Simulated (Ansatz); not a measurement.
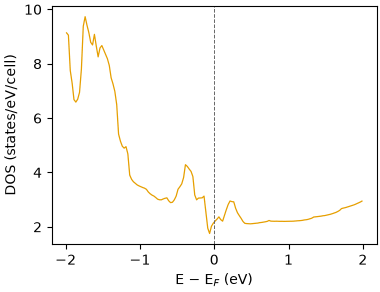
Figure. Density of states of RhSi (Pnma) near the Fermi level, PBEsol, rigid bands (Ansatz, a program for electronic structure).

Question: With 8 atoms a cell, what bare Sommerfeld coefficient γ = (π²/3) k_B² N(E_F) follows?

Answer: N(E_F) ≈ 2.2 states/eV a cell at 300 K, so γ ≈ 0.64 mJ/(mol of atoms·K²), before electron-phonon enhancement.

Question: How far does the Fermi level move in a rigid band for 0.1 electron a cell added or removed?

Answer: 45 meV and -47 meV.

A metal at this level (no band gap); rigid bands, thermally averaged at 300 K, both spins. Spin-orbit coupling is left out. Geometry: cell and atoms relaxed with PBEsol.

Computed structure, not matched to a measured one here, so possibly hypothetical: RhSi (Pnma).
